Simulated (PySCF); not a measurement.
## A study: C$_{3}$H$_{4}$BCl, SMILES `CC#CBCl`

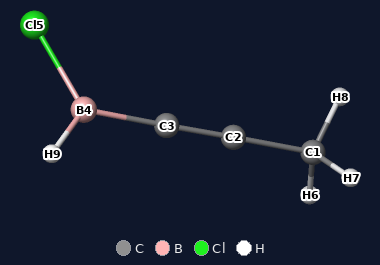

The molecule, with its atoms numbered as below. No frequency check shows the geometry to be a minimum.

Geometry (Å), atoms numbered from 1:

```
C1       3.0694    0.3044   -0.0001
C2       1.6834   -0.0917    0.0029
C3       0.5243   -0.4369    0.0024
B4      -0.9199   -0.8387   -0.0008
Cl5     -2.1233    0.3701   -0.0002
H6       3.4606    0.2448   -1.0160
H7       3.6504   -0.3612    0.6381
H8       3.1717    1.3284    0.3584
H9      -1.2493   -1.9655   -0.0046
```

## 1. Bonding charge

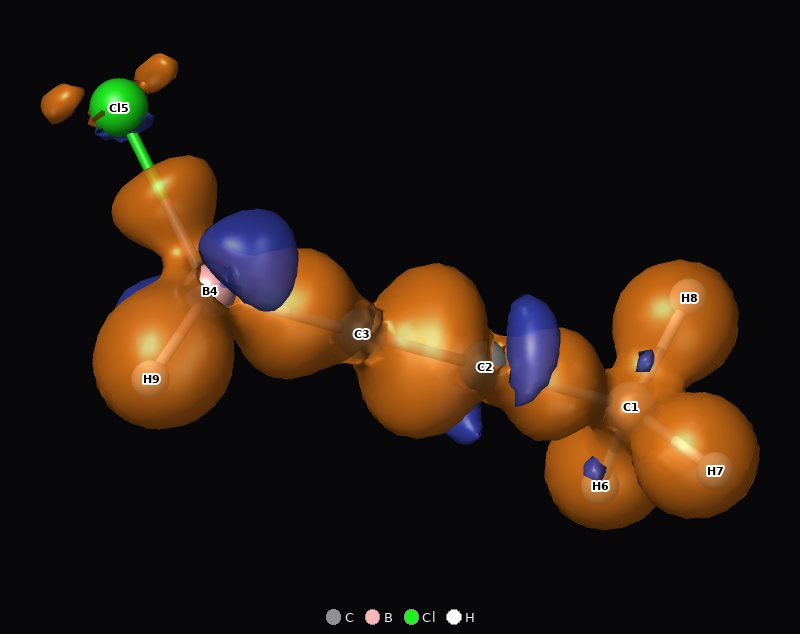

Deformation density (molecule less spherical, spin-averaged free atoms at the same positions), surfaces at ±0.12 e/Å³; orange: gain, blue: loss.

Method: B3LYP/def2-TZVP; geometry: GFN2-xTB; program: PySCF.

**How much density has each bond gained at its critical point, relative to the free atoms?**

C2–C3: +0.91 e/Å³ at the bond critical point (bond length 1.21 Å, Mayer order 2.8). C1–H8: +0.72 e/Å³ at the bond critical point (bond length 1.09 Å, Mayer order 1.0). C1–H7: +0.71 e/Å³ at the bond critical point (bond length 1.09 Å, Mayer order 1.0). C1–H6: +0.71 e/Å³ at the bond critical point (bond length 1.09 Å, Mayer order 1.0). B4–H9: +0.55 e/Å³ at the bond critical point (bond length 1.17 Å, Mayer order 1.0). C1–C2: +0.53 e/Å³ at the bond critical point (bond length 1.44 Å, Mayer order 0.9). C3–B4: +0.46 e/Å³ at the bond critical point (bond length 1.50 Å, Mayer order 1.2). B4–Cl5: +0.23 e/Å³ at the bond critical point (bond length 1.71 Å, Mayer order 1.4). In all, 2.2 electrons gather in the regions of gain relative to the promolecule.

## 2. Bond critical points

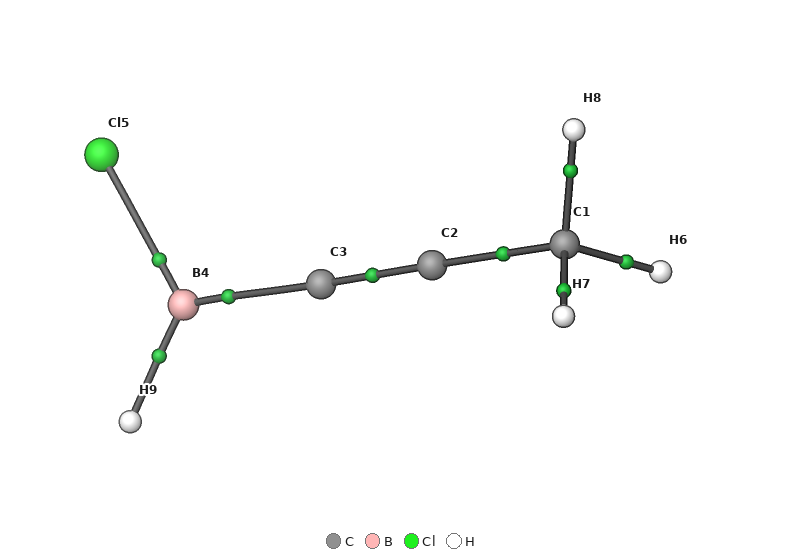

Molecular graph of the electron density (QTAIM): bond paths, bond critical points (green), ring points (magenta, if any); weak paths are dashed.

**How many critical points of each kind are there, and does the count close?**

9 nuclei, 8 bond, 0 ring and 0 cage critical points: 9 − 8 + 0 − 0 = 1, as the Poincaré–Hopf relation requires.

**Give the properties at the bond critical points.**

```csv
bond,length (Å),ρ (a.u.),∇²ρ (a.u.),ε,H (a.u.)
C2–C3,1.209,0.421,−1.29,0.06,−0.623
C1–C2,1.442,0.281,−0.80,0.01,−0.283
C1–H8,1.090,0.280,−0.97,0.01,−0.282
C1–H7,1.090,0.279,−0.97,0.01,−0.282
C1–H6,1.090,0.278,−0.96,0.01,−0.280
B4–H9,1.174,0.198,−0.46,0.12,−0.235
C3–B4,1.499,0.198,−0.06,0.13,−0.215
B4–Cl5,1.706,0.162,+0.08,0.23,−0.161
```

**What kind of interaction is C3–B4?**

Shared-shell (covalent): ρ = 0.198, ∇²ρ = −0.06, H = −0.215 a.u.

## 3. Electrostatic potential

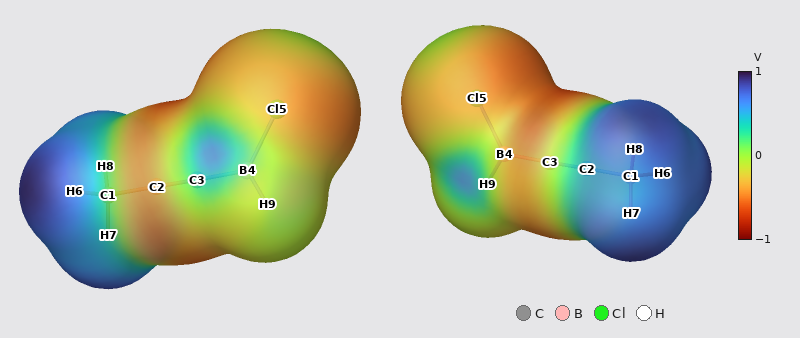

Electrostatic potential on the surface of electron density 0.001 a.u. (back view left, front view right).

**Where are the extremes of the potential on the surface?**

Highest: 0.94 V, 1.3 Å from H6. Further maxima include 0.62 V, over B4, off the plane of its three bonds (1.8 Å), and at like points elsewhere. Lowest: −0.65 V, off the C2–C3 bond (2.1 to 2.2 Å from its atoms). Further minima include −0.55 V, off the C2–C3 bond (2.1 to 2.2 Å from its atoms); −0.54 V, 2.1 Å from Cl5. The surface is sampled at points, so like sites can differ by a few per cent and only the strongest of them is named.

## 4. Removing or adding an electron

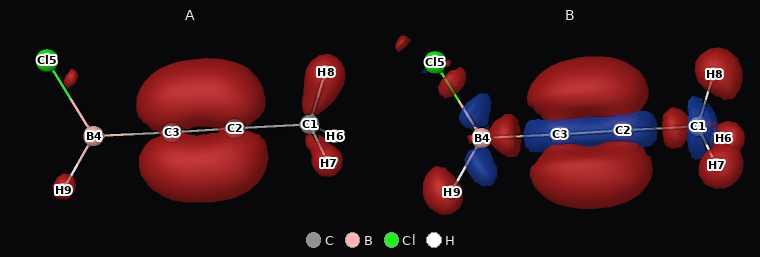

The Fukui function f⁻ from two separate SCF calculations and the density of the HOMO, at ±0.03 e/Å³ (red positive, blue negative).

Computed with PySCF, HF/6-31+G*, geometry: GFN2-xTB.

**Which panel is which, and how good is the frozen-orbital picture?**

B is f⁻ (it has negative regions), A the HOMO density. The HOMO lies on C2 and C3 (39 % each) and C1 (6 %); f⁻ (Hirshfeld-condensed) is largest on C3 (0.30) and C2 (0.27); the vertical ionisation energy is 8.97 eV. Relaxation shifts 21 % of the electron between atoms. The orbital energy is −10.56 eV.

The PySCF runs shown took 29 s and 32 s on 1 thread of Arm Neoverse V1 (shared host).
